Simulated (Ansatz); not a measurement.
**One shape, several levels: Si2H6O7 (SMILES O[Si](O)(O)O[Si](O)(O)O)**

Wanted: a comparison of 6 runs (HF/STO-3G, HF/3-21G, HF/def2-SVP, B3LYP/6-31G*, PBE0/def2-SVP) of Si2H6O7. 

Program for the calculation: Ansatz 0.2.0.

5 further runs of the same task are left out: 5 set aside as unsound or not needed. Runs told in other sessions of the task aren't counted.

## 1. The molecule

Si2H6O7: 15 atoms, total charge 0, spin state singlet. As SMILES, `O[Si](O)(O)O[Si](O)(O)O`. The coordinates come from a PBE0-D4/def2-TZVP relaxation. This is one conformer, not always the lowest.

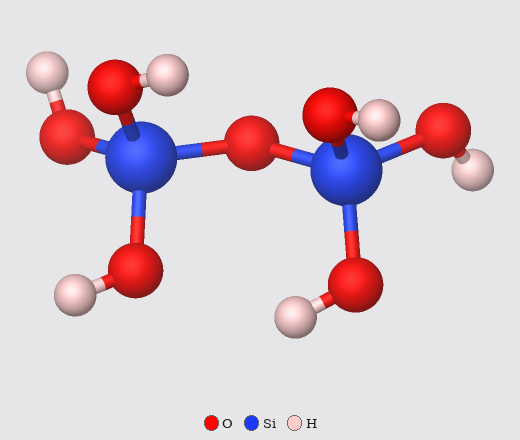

Viewed from a chosen angle; oxygen red, silicon blue, hydrogen pink.

## 2. Energy and forces at HF/STO-3G (run 1)

in.yaml reads:

```yaml
basis:
  gaussian:
    orbitals: STO-3G
crystal:
  periodic: [false, false, false]
  atoms:
    - symbol: O
      position_ang: [-1.128140, 0.998840, -1.724240]
    - symbol: Si
      position_ang: [-0.854130, -0.483910, -1.106030]
    - symbol: O
      position_ang: [-1.046820, -1.569940, -2.294730]
    - symbol: O
      position_ang: [-1.861390, -0.881060, 0.125650]
    - symbol: O
      position_ang: [0.618750, -0.535010, -0.414950]
    - symbol: Si
      position_ang: [1.132590, 0.243100, 0.919230]
    - symbol: O
      position_ang: [0.783030, 1.812660, 0.597270]
    - symbol: O
      position_ang: [2.730280, 0.115100, 1.165410]
    - symbol: O
      position_ang: [0.368200, -0.341800, 2.234310]
    - symbol: H
      position_ang: [-0.705570, 1.712520, -1.234420]
    - symbol: H
      position_ang: [-0.763300, -1.305240, -3.170900]
    - symbol: H
      position_ang: [-2.798580, -0.930510, -0.066820]
    - symbol: H
      position_ang: [1.023560, 2.464470, 1.256880]
    - symbol: H
      position_ang: [3.031800, -0.654930, 1.649410]
    - symbol: H
      position_ang: [-0.530270, -0.644320, 2.063930]
output: {forces: true, orbitals: {seedname: orbitals}}
magnetization:
  spin_polarized: false
  initial_magnetization: 0
accuracy: high
hamiltonian:
  xc: hf
```

Command:

```
$ ansatz run in.yaml --threads 1 --pin off --max-ram 3480MiB --events-out events.jsonl --progress --plain --runs-dir runs
```

What it wrote (excerpt; [...] marks lines left out):

```text
Warning: RAYON_NUM_THREADS=1 ignored (pool sized by the plan → 1); use --threads N
Functional definition: HF
  name "HF"
[...]
1408 factors; integrals over basis functions are off by at most 2.6e-8 eV
[...]
mean field -29709.01568785 eV, -1091.7861890344 hartree, gradient 1.3e-8 eV, S^2 0.000000; 0 other end points of the search recorded, 0 dependent functions left out
[...]
reference -29709.01568785 eV, -1091.7861890344 hartree; 45, 45 occupied and 14, 14 virtual orbitals, 1408 factors
Total energy: -29709.01568785 eV, -1091.7861890344 hartree
Atom 0 at    -1.128140     0.998840    -1.724240 Å, force    -0.786954    -0.185999    -0.948748 eV/Å
Atom 1 at    -0.854130    -0.483910    -1.106030 Å, force     0.669689     0.185397     0.474356 eV/Å
Atom 2 at    -1.046820    -1.569940    -2.294730 Å, force    -0.636883    -1.206864     0.787880 eV/Å
Atom 3 at    -1.861390    -0.881060     0.125650 Å, force     1.328770     0.118276     0.906587 eV/Å
Atom 4 at     0.618750    -0.535010    -0.414950 Å, force    -0.103177     0.089008     0.068829 eV/Å
Atom 5 at     1.132590     0.243100     0.919230 Å, force    -0.495402    -0.335745    -0.590409 eV/Å
Atom 6 at     0.783030     1.812660     0.597270 Å, force    -0.766228    -0.605994    -1.284627 eV/Å
Atom 7 at     2.730280     0.115100     1.165410 Å, force     0.525101     1.303220    -0.713669 eV/Å
Atom 8 at     0.368200    -0.341800     2.234310 Å, force     0.797622     0.178729     0.942359 eV/Å
Atom 9 at    -0.705570     1.712520    -1.234420 Å, force     0.551962     0.600512     0.693355 eV/Å
Atom 10 at    -0.763300    -1.305240    -3.170900 Å, force     0.491587     0.712733    -0.970156 eV/Å
Atom 11 at    -2.798580    -0.930510    -0.066820 Å, force    -1.122619    -0.011264    -0.647309 eV/Å
Atom 12 at     1.023560     2.464470     1.256880 Å, force     0.505088     0.545946     1.061949 eV/Å
Atom 13 at     3.031800    -0.654930     1.649410 Å, force    -0.012235    -1.126904     0.649117 eV/Å
Atom 14 at    -0.530270    -0.644320     2.063930 Å, force    -0.946323    -0.261052    -0.429512 eV/Å
Dipole moment:    -0.123477     0.106831     0.082934 e Å
```

Run time: 4.2 s. Hardware: 1 thread of Arm Neoverse V2, shared host.

## 3. Energy and forces at HF/3-21G (run 2)

job.yaml reads:

```yaml
crystal:
  periodic: [false, false, false]
  atoms:
    - {symbol: O, position_ang: [-1.128140, 0.998840, -1.724240]}
    - {symbol: Si, position_ang: [-0.854130, -0.483910, -1.106030]}
    - {symbol: O, position_ang: [-1.046820, -1.569940, -2.294730]}
    - {symbol: O, position_ang: [-1.861390, -0.881060, 0.125650]}
    - {symbol: O, position_ang: [0.618750, -0.535010, -0.414950]}
    - {symbol: Si, position_ang: [1.132590, 0.243100, 0.919230]}
    - {symbol: O, position_ang: [0.783030, 1.812660, 0.597270]}
    - {symbol: O, position_ang: [2.730280, 0.115100, 1.165410]}
    - {symbol: O, position_ang: [0.368200, -0.341800, 2.234310]}
    - {symbol: H, position_ang: [-0.705570, 1.712520, -1.234420]}
    - {symbol: H, position_ang: [-0.763300, -1.305240, -3.170900]}
    - {symbol: H, position_ang: [-2.798580, -0.930510, -0.066820]}
    - {symbol: H, position_ang: [1.023560, 2.464470, 1.256880]}
    - {symbol: H, position_ang: [3.031800, -0.654930, 1.649410]}
    - {symbol: H, position_ang: [-0.530270, -0.644320, 2.063930]}
basis:
  gaussian: {orbitals: 3-21G.json}
hamiltonian: {xc: hf}
accuracy: high
output: {forces: true, orbitals: {seedname: orbitals}}
```

The basis set 3-21G is read from a file made from the Basis Set Exchange's data (not shown).

Command:

```
$ ansatz run job.yaml --threads 1 --pin off --max-ram 3480MiB --events-out events.jsonl --progress --plain --runs-dir runs
```

What it wrote (excerpt; [...] marks lines left out):

```text
Warning: RAYON_NUM_THREADS=1 ignored (pool sized by the plan → 1); use --threads N
[... 2 set-up lines as earlier in the session ...]
[...]
2347 factors; integrals over basis functions are off by at most 1.7e-8 eV
[...]
mean field -29929.07190807 eV, -1099.8731059681 hartree, gradient 5.9e-8 eV, S^2 0.000000; 0 other end points of the search recorded, 0 dependent functions left out
[...]
reference -29929.07190807 eV, -1099.8731059681 hartree; 45, 45 occupied and 56, 56 virtual orbitals, 2347 factors
Total energy: -29929.07190807 eV, -1099.8731059681 hartree
Atom 0 at    -1.128140     0.998840    -1.724240 Å, force     0.141531     0.557378     0.286872 eV/Å
Atom 1 at    -0.854130    -0.483910    -1.106030 Å, force     0.269888    -1.120222    -0.205235 eV/Å
Atom 2 at    -1.046820    -1.569940    -2.294730 Å, force     0.015868    -0.170509    -0.761968 eV/Å
[...]
Atom 5 at     1.132590     0.243100     0.919230 Å, force     0.982496     0.037631    -0.634235 eV/Å
Atom 6 at     0.783030     1.812660     0.597270 Å, force    -0.431683     0.379612     0.156663 eV/Å
Atom 7 at     2.730280     0.115100     1.165410 Å, force     0.597921    -0.359678     0.350154 eV/Å
Atom 8 at     0.368200    -0.341800     2.234310 Å, force    -0.625668    -0.138261     0.038392 eV/Å
Atom 9 at    -0.705570     1.712520    -1.234420 Å, force     0.032370     0.731295    -0.227269 eV/Å
Atom 10 at    -0.763300    -1.305240    -3.170900 Å, force    -0.049687    -0.422131    -0.511792 eV/Å
Atom 11 at    -2.798580    -0.930510    -0.066820 Å, force    -0.400184    -0.236881     0.442613 eV/Å
Atom 12 at     1.023560     2.464470     1.256880 Å, force    -0.047993     0.624513    -0.141715 eV/Å
Atom 13 at     3.031800    -0.654930     1.649410 Å, force     0.649115    -0.095977     0.109711 eV/Å
Atom 14 at    -0.530270    -0.644320     2.063930 Å, force    -0.439985    -0.379432     0.500387 eV/Å
Dipole moment:    -0.262989     0.227501     0.176594 e Å
```

It took 6 s on 1 thread of Arm Neoverse V2, shared host.

Runs 3 to 5 aren't shown in full; the table further down has their settings and results.

## 4. Energy and forces at PBE0/def2-SVP (run 6)

input.yaml reads:

```yaml
crystal:
  periodic: [false, false, false]
  atoms:
    - symbol: O
      position_ang: [-1.128140, 0.998840, -1.724240]
    - symbol: Si
      position_ang: [-0.854130, -0.483910, -1.106030]
    - symbol: O
      position_ang: [-1.046820, -1.569940, -2.294730]
    - symbol: O
      position_ang: [-1.861390, -0.881060, 0.125650]
    - symbol: O
      position_ang: [0.618750, -0.535010, -0.414950]
    - symbol: Si
      position_ang: [1.132590, 0.243100, 0.919230]
    - symbol: O
      position_ang: [0.783030, 1.812660, 0.597270]
    - symbol: O
      position_ang: [2.730280, 0.115100, 1.165410]
    - symbol: O
      position_ang: [0.368200, -0.341800, 2.234310]
    - symbol: H
      position_ang: [-0.705570, 1.712520, -1.234420]
    - symbol: H
      position_ang: [-0.763300, -1.305240, -3.170900]
    - symbol: H
      position_ang: [-2.798580, -0.930510, -0.066820]
    - symbol: H
      position_ang: [1.023560, 2.464470, 1.256880]
    - symbol: H
      position_ang: [3.031800, -0.654930, 1.649410]
    - symbol: H
      position_ang: [-0.530270, -0.644320, 2.063930]
basis:
  gaussian:
    orbitals: def2-SVP
hamiltonian:
  xc: {name: PBE0}
accuracy: high
output: {forces: true, orbitals: {seedname: orbitals}}
```

Command:

```
$ ansatz run input.yaml --threads 1 --pin off --max-ram 3480MiB --events-out events.jsonl --progress --plain --runs-dir runs
```

What it wrote (excerpt; [...] marks lines left out):

```text
Warning: RAYON_NUM_THREADS=1 ignored (pool sized by the plan → 1); use --threads N
Functional definition: PBE0
  name "PBE0"
[...]
3622 factors; integrals over basis functions are off by at most 2.0e-8 eV
[...]
mean field -30154.98799805 eV, -1108.1753691433 hartree, gradient 6.7e-8 eV, S^2 0.000000; 0 other end points of the search recorded, 0 dependent functions left out
[...]
reference -30154.98800118 eV, -1108.1753692585 hartree; 45, 45 occupied and 119, 119 virtual orbitals, 3622 factors
Total energy: -30154.98800118 eV, -1108.1753692585 hartree
Atom 0 at    -1.128140     0.998840    -1.724240 Å, force    -0.168507     0.466527    -0.293878 eV/Å
Atom 1 at    -0.854130    -0.483910    -1.106030 Å, force    -0.110413     0.003707    -0.122137 eV/Å
Atom 2 at    -1.046820    -1.569940    -2.294730 Å, force    -0.130653    -0.475541    -0.345417 eV/Å
[...]
Atom 5 at     1.132590     0.243100     0.919230 Å, force     0.081691     0.021282     0.141765 eV/Å
Atom 6 at     0.783030     1.812660     0.597270 Å, force    -0.250196     0.490627    -0.281117 eV/Å
Atom 7 at     2.730280     0.115100     1.165410 Å, force     0.596651     0.072926     0.032603 eV/Å
Atom 8 at     0.368200    -0.341800     2.234310 Å, force    -0.171825    -0.171579     0.522561 eV/Å
Atom 9 at    -0.705570     1.712520    -1.234420 Å, force     0.116554     0.110691     0.116232 eV/Å
Atom 10 at    -0.763300    -1.305240    -3.170900 Å, force     0.047581     0.041526    -0.131022 eV/Å
Atom 11 at    -2.798580    -0.930510    -0.066820 Å, force    -0.158043    -0.023036    -0.037477 eV/Å
Atom 12 at     1.023560     2.464470     1.256880 Å, force     0.055309     0.112318     0.106834 eV/Å
Atom 13 at     3.031800    -0.654930     1.649410 Å, force     0.043099    -0.119999     0.070325 eV/Å
Atom 14 at    -0.530270    -0.644320     2.063930 Å, force    -0.169048    -0.065934    -0.081397 eV/Å
Dipole moment:    -0.177761     0.153785     0.119390 e Å
```

Wall time 39 s (1 thread of Arm Neoverse V2, shared host); peak memory 0.93 GiB.

## 5. All runs side by side

| run | level | Cartesian functions | energy (Eh) | dipole moment (D) | HOMO energy (eV) | LUMO energy (eV) | wall time |
| --- | --- | --- | --- | --- | --- | --- | --- |
| 1 | HF/STO-3G | no | -1091.786189 | 0.88 | -9.34 | 11.35 | 4.2 s |
| 2 | HF/3-21G | no | -1099.873106 | 1.87 | -13.47 | 5.07 | 6 s |
| 3 | HF/def2-SVP | no | -1105.229193 | 1.38 | -13.52 | 4.11 | 23 s |
| 4 | B3LYP/6-31G* (spherical functions) | no | -1109.518933 | 1.28 | -8.37 | 0.61 | 36 s |
| 5 | B3LYP/6-31G* (Cartesian functions) | yes | -1109.532764 | 1.28 | -8.38 | 0.55 | 40 s |
| 6 | PBE0/def2-SVP | no | -1108.175369 | 1.27 | -8.78 | 0.87 | 39 s |

## 6. Outcome

| quantity | value |
| --- | --- |
| run 6: total energy | -1108.17537 Eh |
| run 6: dipole moment | 1.27 D |
| run 6: HOMO energy | -8.78 eV |
| run 6: LUMO energy | 0.87 eV |
| run 6: HOMO–LUMO gap | 9.64 eV |
| run 6: largest force on an atom | 0.618 eV/Å |

**Reading.** The dipole moment (its size) runs from 0.88 D (HF/STO-3G) to 1.87 D (HF/3-21G). The HOMO–LUMO gap runs from 8.94 eV (B3LYP/6-31G*) to 20.69 eV (HF/STO-3G). The two ends differ in method and basis. Totals of different functionals can't be ranked against each other. In run 1 the basis is minimal, so the values are rough. All runs together took 2.5 min, the longest 40 s.
